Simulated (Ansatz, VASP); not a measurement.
## Cross-check of BeSi between VASP and Ansatz

Aim: how closely do two programs agree when they are given the same cell, functional and k mesh? The cell is invented: other elements were put on sites of a known structure type. It may not be a known or stable phase. The cell comes out of the VASP series on this material, whose earlier steps may have relaxed, scaled or displaced it; both programs get it as it stands.

Main program and level: Ansatz 0.2.0; plane waves, with VASP 6.6.1 beside it; relaxation of cell and atoms at PBEsol.

## (1) The starting structure

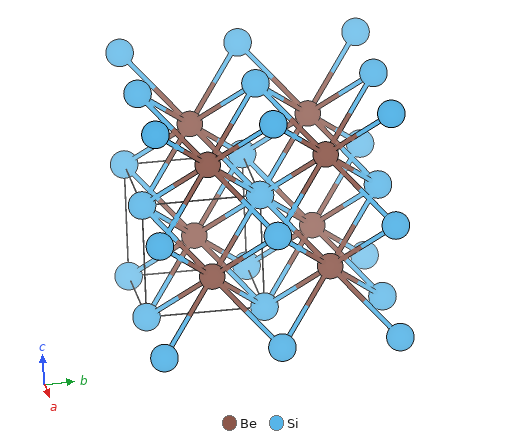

The cell as given, slightly off an axis (beryllium brown, silicon blue). 2×2×2 cells are drawn. Some periodic images of atoms are drawn too.

As a file:

```xyz
2
Lattice="2.8239 0.0000 0.0000 0.0000 2.8239 0.0000 0.0000 0.0000 2.8239" Properties=species:S:1:pos:R:3 pbc="T T T"
Be    1.4119    1.4119    1.4119
Si    0.0000    0.0000    0.0000
```

## (2) VASP: relaxation of cell and atoms, PBEsol

The relaxed volume is the usual yardstick between codes: its relative difference is about their pressure difference at one cell divided by the bulk modulus.

Lines of VASP's logs that name or quote its potential files are left out, and so is its time.

INCAR reads:

```
SYSTEM = BeSi
PREC = Accurate
ENCUT = 400
EDIFF = 1E-06
NELM = 100
ISMEAR = 0
SIGMA = 0.05
LREAL = .FALSE.
ALGO = Normal
GGA = PS
LORBIT = 11
LWAVE = .FALSE.
LCHARG = .FALSE.
IBRION = 2
NSW = 60
ISIF = 3
EDIFFG = -0.01
```

POSCAR reads:

```
BeSi
1.0
    2.8238981152      0.0000000000      0.0000000000
    0.0000000000      2.8238981152      0.0000000000
    0.0000000000      0.0000000000      2.8238981152
Be Si
1 1
Direct
    0.5000000000      0.5000000000      0.5000000000
    0.0000000000      0.0000000000      0.0000000000
```

KPOINTS reads:

```
Automatic mesh
0
Gamma
9 9 9
0 0 0
```

Potentials, in the order of the species: Be and Si (PBE family, release 64).

On the command line:

```bash
mpirun -np 1 vasp_std
```

Numbers of over 12 decimals in the logs are rounded to 6 here.

Output:

```text
[banner, memory and clock lines left out]
running    1 mpi-ranks, on    1 nodes
 distrk:  each k-point on    1 cores,    1 groups
 distr:  one band on    1 cores,    1 groups

 POSCAR found type information on POSCAR BeSi
 POSCAR found :  2 types and       2 ions
|                                                                             |
|               ----> ADVICE to this user running VASP <----                  |
|                                                                             |
|     You enforced a specific xc type in the INCAR file but a different       |
|     [... a line on the potential file left out ...]
|     I HOPE YOU KNOW WHAT YOU ARE DOING!                                     |
|                                                                             |

 LDA part: xc-table for (Slater+PW92), standard interpolation
 POSCAR, INCAR and KPOINTS ok, starting setup
 FFT: planning ... GRIDC
 FFT: planning ... GRID_SOFT
 FFT: planning ... GRID
 WAVECAR not read
 entering main loop
       N       E                     dE             d eps       ncg     rms          rms(c)
DAV:   1    -0.210521839828E+01   -0.21052E+01   -0.21734E+03   497   0.539E+02
DAV:   2    -0.873097125728E+01   -0.66258E+01   -0.64961E+01   707   0.610E+01
DAV:   3    -0.883217253609E+01   -0.10120E+00   -0.10117E+00   623   0.747E+00
DAV:   4    -0.883291882034E+01   -0.74628E-03   -0.74628E-03   805   0.490E-01
DAV:   5    -0.883291948472E+01   -0.66438E-06   -0.66369E-06   623   0.116E-02    0.335E+00
DAV:   6    -0.878148365429E+01    0.51436E-01   -0.61258E-02   714   0.126E+00    0.179E+00
DAV:   7    -0.876615357413E+01    0.15330E-01   -0.40544E-02   700   0.103E+00    0.228E-01
DAV:   8    -0.876543489134E+01    0.71868E-03   -0.43497E-03   665   0.375E-01    0.649E-02
DAV:   9    -0.876522026930E+01    0.21462E-03   -0.12667E-03   686   0.179E-01    0.531E-02
DAV:  10    -0.876520069276E+01    0.19577E-04   -0.63019E-05   693   0.485E-02    0.129E-02
DAV:  11    -0.876520064933E+01    0.43434E-07   -0.67217E-07   476   0.722E-03
   1 F= -.87652006E+01 E0= -.87634415E+01  d E =-.876520E+01
 curvature:   0.00 expect dE= 0.000E+00 dE for cont linesearch  0.000E+00
 trial: gam= 0.00000 g(F)=  0.000E+00 g(S)=  0.332E-06 ort = 0.000E+00 (trialstep = 0.100E+01)
 search vector abs. value=  0.332E-06
 reached required accuracy - stopping structural energy minimisation
```

From OUTCAR (step 2):

```text
ion  position               nearest neighbor table
   1  0.500  0.500  0.500-   2 2.45   2 2.45   2 2.45   2 2.45   2 2.45   2 2.45   2 2.45   2 2.45

  LATTYP: Found a simple cubic cell.
 ALAT       =     2.8238981152

 Subroutine GETGRP returns: Found 48 space group operations
 (whereof 48 operations were pure point group operations)

The static configuration has the point symmetry O_h .

 Found     35 irreducible k-points:

   k-points           NKPTS =     35   k-points in BZ     NKDIM =     35   number of bands    NBANDS=      7

   dimension x,y,z NGX =    18 NGY =   18 NGZ =   18
   dimension x,y,z NGXF=    36 NGYF=   36 NGZF=   36

   ENCUT  =  400.0 eV  29.40 Ry    5.42 a.u.   4.61  4.61  4.61*2*pi/ulx,y,z

   NELECT =       6.0000    total number of electrons

 k-points in reciprocal lattice and weights: Automatic mesh
   0.00000000  0.00000000  0.00000000       0.001
   0.11111111  0.00000000  0.00000000       0.008
   0.22222222  0.00000000  0.00000000       0.008
   0.33333333  0.00000000  0.00000000       0.008
   0.44444444  0.00000000  0.00000000       0.008
   0.11111111  0.11111111  0.00000000       0.016
   0.22222222  0.11111111  0.00000000       0.033
   0.33333333  0.11111111  0.00000000       0.033
   0.44444444  0.11111111  0.00000000       0.033
[...]
0.44444444  0.44444444  0.33333333       0.033
   0.44444444  0.44444444  0.44444444       0.011

 average (electrostatic) potential at core
       1 -31.2982       2 -80.5298

 E-fermi :   9.1680

 k-point     1 :       0.0000    0.0000    0.0000
  band No.  band energies     occupation
      1      -4.5528      2.00000
      2      10.5905      0.00000
      3      10.5905      0.00000
      4      10.5905      0.00000
      5      13.6233      0.00000
      6      13.6233      0.00000
    ...

 k-point     2 :       0.1111    0.0000    0.0000
  band No.  band energies     occupation
      1      -4.3485      2.00000
      2       8.5351      2.00000
      3      10.7972      0.00000
      4      10.7972      0.00000
      5      13.8344      0.00000
      6      15.4816      0.00000
      7      18.1371      0.00000

 k-point     3 :       0.2222    0.0000    0.0000
  band No.  band energies     occupation
      1      -3.7421      2.00000
      2       5.7284      2.00000
      3      11.4160      0.00000
      4      11.4160      0.00000
      5      14.4515      0.00000
      6      16.7972      0.00000
      7      20.2964      0.00000

  Total       -0.0021406     -0.0021406     -0.0021406      0.0000000      0.0000000     -0.0000000
  in kB       -0.1523013     -0.1523013     -0.1523013      0.0000000      0.0000000     -0.0000000
  external PRESSURE =      -0.1523013 kB  Pullay stress =       0.0000000 kB

  energy-cutoff  :      400.00
  volume of cell :       22.52
      direct lattice vectors                 reciprocal lattice vectors
     2.823898115  0.000000000  0.000000000     0.354120425  0.000000000  0.000000000
     0.000000000  2.823898115  0.000000000     0.000000000  0.354120425  0.000000000
     0.000000000  0.000000000  2.823898115     0.000000000  0.000000000  0.354120425

 POSITION                                       TOTAL-FORCE (eV/Angst)
 -----------------------------------------------------------------------------------
      1.41195      1.41195      1.41195         0.000000      0.000000      0.000000
      0.00000      0.00000      0.00000         0.000000      0.000000      0.000000
 -----------------------------------------------------------------------------------
    total drift:                                0.000000     -0.000000      0.000000

  FREE ENERGIE OF THE ION-ELECTRON SYSTEM (eV)
  ---------------------------------------------------
  free  energy   TOTEN  =        -8.7652006493 eV

  energy  without entropy=       -8.7616823554  energy(sigma->0) =       -8.76344150

 reached required accuracy - stopping structural energy minimisation

 total charge
# of ion       s       p       d       tot
------------------------------------------
    1        0.417   0.581   0.000   0.999
    2        0.807   0.770   0.000   1.577
--------------------------------------------------
tot          1.224   1.351   0.000   2.575

[... 3 further parts left out ...]
```

## (3) Ansatz: relaxation of cell and atoms, PBEsol

Ansatz runs on its default PAW (the set named soft_2) files.

The same cell, functional, mesh and smearing now go to Ansatz, which takes its cutoff from its data sets.

input.yaml reads:

```yaml
crystal:
  lattice:
    - [2.8238981152, 0.0, 0.0]
    - [0.0, 2.8238981152, 0.0]
    - [0.0, 0.0, 2.8238981152]
  atoms:
    - { symbol: Be, position: [0.5, 0.5, 0.5] }
    - { symbol: Si, position: [0.0, 0.0, 0.0] }
hamiltonian:
  xc: pbesol
  pseudopotentials: { kind: paw }
kpoints:
  mp_grid: { grid: [9, 9, 9] }
scf:
  occupations: { method: gaussian, width: 0.05 }
relax:
  f_tol: 0.01
  max_steps: 60
  cell: { stress_tol: 0.05 }
output:
  forces: true
  stress: true
```

On the command line:

```bash
ansatz run input.yaml --threads 4 --pin off --max-ram 9216MiB --backend cpu --events-out ev --progress --plain --runs-dir out
```

Output:

```text
Engine: ansatz 0.2.0, x86_64-unknown-linux-gnu
Pseudopotentials: kind: paw
Pseudopotential: Be, paw, valence charge 2, recommended cutoff 420 eV (normal), Be.paw.azcp
Pseudopotential: Si, paw, valence charge 4, recommended cutoff 420 eV (normal), Si.paw.azcp
Functional definition: PBEsol
  exchange = pbesol_x
  correlation = pbesol_c
Crystal: 2 atoms, lattice volume = 22.519 Å³
Basis set: ecut = 420 eV, 461 PW (Γ), exchange–correlation on 40×40×40 points (8 copies of the dense FFT grid, shifted against one another)
Bands: 7, of which v1, the nominal top of the filled ones, is band 3 counted from 1 (2 counted from 0)
Symmetry: 48 space group operations
Space group: Pm-3m (ITA 221), of the structure as read, at distance tolerance 2.8e-5 Å
k-points: 35 of 729
Non-local potential: Be, projectors of the file, l = 0: 2, l = 1: 2, l = 2: 1
Non-local potential: Si, projectors of the file, l = 0: 2, l = 1: 2, l = 2: 2
PAW form: soft (Blöchl's): semilocal exchange-correlation on the pseudo side does not see the compensation charge
PAW frozen core: Be, regenerated for the run's functional, and the local potential with it (the file was generated under x = pbe(κ = 0.804, μ = 0.219515), c = pbe(β = 0.066725))
PAW frozen core: Si, regenerated for the run's functional, and the local potential with it (the file was generated under x = pbe(κ = 0.804, μ = 0.219515), c = pbe(β = 0.066725))
PAW one-centre angular grid: Be, 110 points (default); XC on 64 Gauss nodes
PAW one-centre angular grid: Si, 110 points (default); XC on 64 Gauss nodes
Initial density: superposition of atomic densities (neutral atoms: chi_scale 0, normalization atom), corrected by the library's trained network
Initial wavefunctions: pseudopotential atomic-orbital guess
Functional: x = pbesol(κ = 0.804, μ = 0.123457), c = pbesol(β = 0.046)
SCF iter   1: F=—  HF=-710.865595 eV  |F-HF|=—  |Δ(HF+E_count)|=         —  Δρ=4.98e-3  dr2=9.45e-3  ethr=1.77e-3  ⟨swp⟩=5.3  Hψ=2092  notcnv=0
preconditioner: auto → none  [metal: Δε(μ)=0.041 eV  Ē_g=10.821 eV  σ=0.050 eV  W_gap=0.42  n_scr=0 (ndim 8)  ℏωp=19.2 eV  f_vac=0.000  D(μ)=2.43/eV (n_scr^D=26)]
SCF iter   2: F=—  HF=-710.861929 eV  |F-HF|=—  |Δ(HF+E_count)|=   3.67e-3  Δρ=7.82e-4  dr2=9.90e-5  ethr=1.57e-4  ⟨swp⟩=1.9  Hψ=618  notcnv=0  defer=8
SCF iter   3: F=—  HF=-710.861873 eV  |F-HF|=—  |Δ(HF+E_count)|=   5.61e-5  Δρ=3.06e-4  dr2=7.74e-6  ethr=1.65e-6  ⟨swp⟩=2.1  Hψ=336  notcnv=0  defer=8
SCF iter   4: F=—  HF=-710.861877 eV  |F-HF|=—  |Δ(HF+E_count)|=   3.40e-6  Δρ=2.42e-5  dr2=1.80e-7  ethr=1.29e-7  ⟨swp⟩=2.0  Hψ=337  notcnv=0  defer=8
iter 5 did not close the SCF: its close was put off for the readings that it lacked (scf_convergence_deferred on its scf_iter line)
SCF iter   5: F=-710.861877 eV  HF=-710.861877 eV  |F-HF|=8.82e-11  |Δ(HF+E_count)|=   5.67e-8  Δρ=1.46e-6  dr2=3.44e-10  ethr=3.01e-9  ⟨swp⟩=2.1  Hψ=329  notcnv=0  defer=8
SCF iter   6: F=-710.861877 eV  HF=-710.861877 eV  |F-HF|=5.68e-13  |Δ(HF+E_count)|=  2.48e-10  Δρ=6.76e-8  dr2=6.16e-13  ethr=5.73e-12  ⟨swp⟩=1.0  Hψ=689  notcnv=0
SCF 1 converged in 6 iterations: F = -710.861877 eV  dr2 = 6.16e-13
  greatest PAW one-centre occupation: 0.664 electrons in one spin orbital (limit 2), on the Si atom at site 1 (counted from 0), in its partial waves of l = 0
relax step   1: F+E_penalty+E_count = -710.86187668 eV  Δ(F+E_penalty+E_count) = +0.000e0 eV  max|allowed force component| = 8.628e-32 eV/Å  Δτ_max = 0.0000 Å  P = -0.196 GPa  Ω = 22.519 Å³  (6 SCF iters, dr2 threshold 1.00e-7 eV, accepted)
[...]
relax step   2: F+E_penalty+E_count = -710.86190741 eV  Δ(F+E_penalty+E_count) = -3.073e-5 eV  max|allowed force component| = 1.397e-31 eV/Å  Δτ_max = 0.0000 Å  P = -0.068 GPa  Ω = 22.489 Å³  energy of the carried Pulay correction = +6.287e-6 eV  (2 SCF iters, dr2 threshold 9.63e-8 eV, accepted)
[...]
relax step   3: F+E_penalty+E_count = -710.86191395 eV  Δ(F+E_penalty+E_count) = -6.543e-6 eV  max|allowed force component| = 2.465e-32 eV/Å  Δτ_max = 0.0000 Å  P = +0.001 GPa  Ω = 22.474 Å³  energy of the carried Pulay correction = +9.598e-6 eV  (3 SCF iters, dr2 threshold 1.15e-8 eV, accepted)
[...]
relax step   4: F+E_penalty+E_count = -710.86190765 eV  Δ(F+E_penalty+E_count) = +6.301e-6 eV  max|allowed force component| = 2.054e-32 eV/Å  Δτ_max = 0.0000 Å  P = +0.000 GPa  Ω = 22.474 Å³  stress off target by 4.35e-4 GPa  SCF on the basis re-selected at this cell (its energy is not comparable with the rows above)  (4 SCF iters)
basis re-selected at this cell: Δ(F+E_penalty+E_count) = +6.301e-6 eV, ΔP = -0.000 GPa vs the last step (what re-selecting the basis moved, of the pressure what is left beyond the Pulay correction that the steps carried, after the strain that the cell walked since its last selection, with what the two solves' SCF thresholds leave and, on support functions, any second-order correction that the steps lacked; it is no m [...]
SCF converged after 4 iterations
Free energy (F): -710.861908 eV
Harris-Foulkes:  -710.861908 eV  (|F-HF|=1.10e-11)
Internal energy: -710.858427 eV  (E = F + TS)
E sigma→0 (E₀):  -710.860167 eV
Entropy (-TS):   -0.003481 eV (-1.741 meV/atom)
Fermi energy:    9.926135 eV
--- Per-component energies (eV) ---
  E_band       = 26.192438
  E_kinetic    = 61.666455
  E_local      = 4.943079  (includes V_loc(G=0)·N_el)
  E_nonlocal   = 30.005018
  E_hartree    = 0.905328
  E_xc         = -75.278607
  E_vxc        = -68.900040  (∫ρ·V_xc dr)
  E_paw        = -555.627932  (= ΣΔE_a)
  E_vpaw       = -3.332730  (= ΣTr[D̂ρ^β])
  E_aug_tail   = 0.000007  (compensation charges beyond the density's cutoff)
  E_ewald      = -177.512867
  E_core_change = 0.041092  (= ΣΔE_core)
  E_smearing   = -0.003481  (= −TS)
  E_closure    = 0.000000  (closes the sum)
  Σ components = -710.861908   (vs F -710.861908, Δ=0.00e0)
--- Forces (eV/Å), atoms counted from 1 ---
  atom   1  Be     0.00000000     0.00000000     0.00000000
  atom   2  Si     0.00000000    -0.00000000    -0.00000000
  max |Σ_I F_I| component: 4.11e-32 eV/Å
--- Stress (GPa, compression-positive) ---
        0.000435       0.000000      -0.000000
        0.000000       0.000435       0.000000
       -0.000000       0.000000       0.000435
  P = ⅓ Tr σ = 0.0004 GPa (0.004 kbar)
--- Relaxed structure (3 steps of the walk, 3 accepted, 1 SCFs on fresh bases) ---
  F+E_penalty+E_count = -710.86190765 eV   max|allowed force component| = 2.054e-32 eV/Å   (the final SCF, on the basis selected at the relaxed cell)
  cell:  # Å, volume = 22.4735 Å³
    - [2.822001, 0, 0]
    - [0, 2.822001, 0.0]
    - [0, 0.0, 2.822001]
  atoms:
    - { symbol: Be, position: [0.5, 0.5, 0.5] }
    - { symbol: Si, position: [0, 0, 0] }
```

Run time: 1.6 s. Hardware: 4 threads of Intel Xeon Platinum 8488C (Sapphire Rapids), shared host; peak memory 0.33 GiB; 2.8 s of CPU time.

## (4) Differences

Known differences besides the PAW data sets themselves: both relaxations stop at a tolerance, which leaves soft axes loose, and VASP keeps its plane-wave basis; the cutoff is 420 eV in Ansatz and 400 eV in VASP; Ansatz makes its cores anew for this functional, VASP keeps those of its PBE data sets; VASP leaves aspherical gradient terms in its spheres out (LASPH is not set), Ansatz keeps them; Ansatz adds a Pulay correction to the stress that steers its cell, VASP none. Total energies have different zeros and are not compared.

The two programs side by side:

```csv
quantity,Ansatz,VASP,difference
volume (Å³),22.47,22.52,-0.20 %
"edge a after relaxation, in the typed setting (Å)",2.822,2.824,-0.07 %
```

The walks stopped with 0.00 GPa left in Ansatz and -0.02 GPa in VASP; each walk ends within a tolerance, so the volume difference is uncertain by about these residues over the bulk modulus, most in soft cells.

## (5) Outcome

* difference in volume (relaxation of cell and atoms, PBEsol): -0.20 %

The difference in volume is -0.20 % (relaxation of cell and atoms, PBEsol), within the 1.2 % picked in this series as the mark of a large difference, as far as the stopping tolerances let one tell. How closely two codes agree says nothing of how well the functional describes the real material.

[Lines on the potential files, build, host, timing and source positions are cut from VASP's logs without a mark.]

[Logs are printed without paths, hosts, clocks, repeated set-up lines and the standing remarks that a program may print on its own settings, such as how far it seeks lower states.]

[Hosts, paths, dates, database ids (printed as entryN), source tags and the programs' standing remarks are cut or masked in the printed files.]
